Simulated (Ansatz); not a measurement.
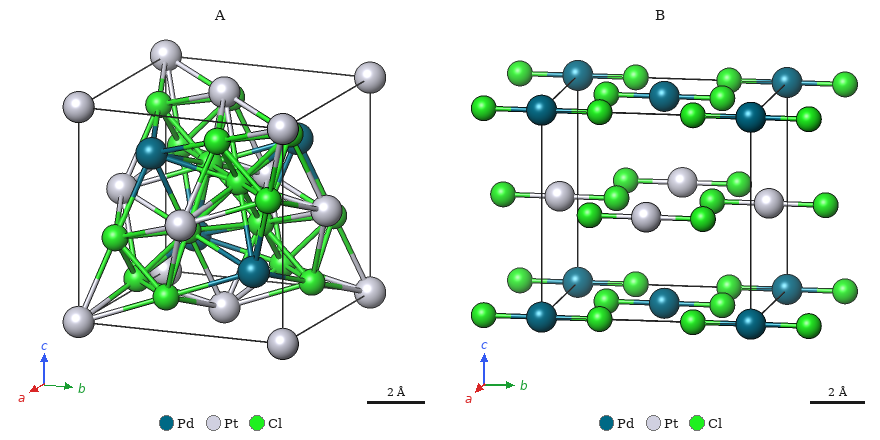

Two structures of PdPtCl$_{4}$, each relaxed to rest (conventional cells in solid outline, small ones repeated, not to one scale). Method: DFT PBE, scalar-relativistic, plane waves, PAW (Ansatz), with collinear spins.

Question: Describe A and B.

Answer: A: 24 atoms a cell on a face-centred cubic lattice, F-43m. B: 12 atoms a cell on a base-centred orthorhombic lattice, Cmmm.

Question: Which structure is more stable?

Answer: B is lower, by 973 meV/atom at this level of theory (energies at zero smearing). Volumes: A 20.7, B 38.7 Å³/atom.

One or both may be structure types tried for this composition rather than known phases.
